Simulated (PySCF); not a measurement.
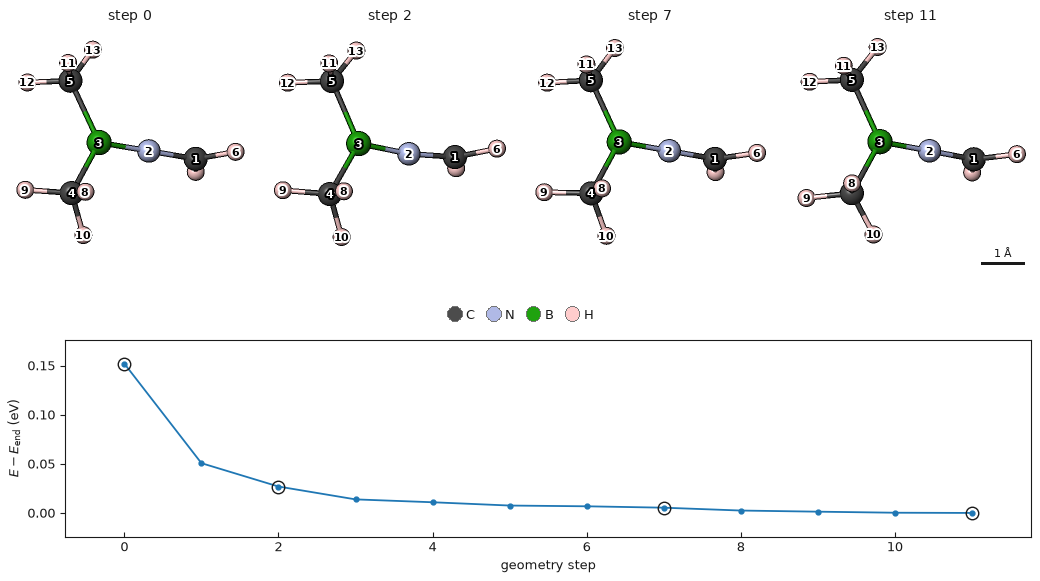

Frames of a relaxation of C3H8BN, marked on the history of the run. A ball-and-stick model, seen at a tilt.

The start comes from GFN2-xTB. Its atoms were then displaced at random by about 0.01 Å.

All numbers below come from PySCF 2.14.0, density-fitted response routines, PBE0-D3(BJ)/def2-SVP geometry optimisation, gas phase. 

Q: What happens along the run?

A: The largest move after the best rigid fit is that of an H atom, 0.37 Å. By element the largest moves are H 0.37 Å, C 0.08 Å, B 0.03 Å, N 0.03 Å. Among the contacts that change: B–C 1.551 → 1.587 Å, C–H 1.071 → 1.106 Å, C–N 1.272 → 1.244 Å, B–N 1.355 → 1.372 Å. Bond angles that change, for instance: H–C–H 119.4° → 116.0°, H–C–H 105.5° → 108.2°, H–C–H 106.1° → 108.6°. Groups turn about B–C by about 20°. After 11 geometry steps the energy has fallen by 0.152 eV. Cost: 2.5 min on 1 thread of Intel(R) Xeon(R) Processor @ 2.50GHz, with other jobs on the host. From step 0 to 2: H atoms move most (0.09 Å), energy −0.125 eV. From step 2 to 7: an H atom moves most (0.12 Å), energy −0.022 eV. From step 7 to 11: an H atom moves most (0.26 Å), energy −0.005 eV.

```csv
step,"E − E(0), eV"
0,0.0000
1,-0.1013
2,-0.1251
3,-0.1381
4,-0.1411
5,-0.1444
6,-0.1452
7,-0.1466
8,-0.1495
9,-0.1506
10,-0.1517
11,-0.1519
```
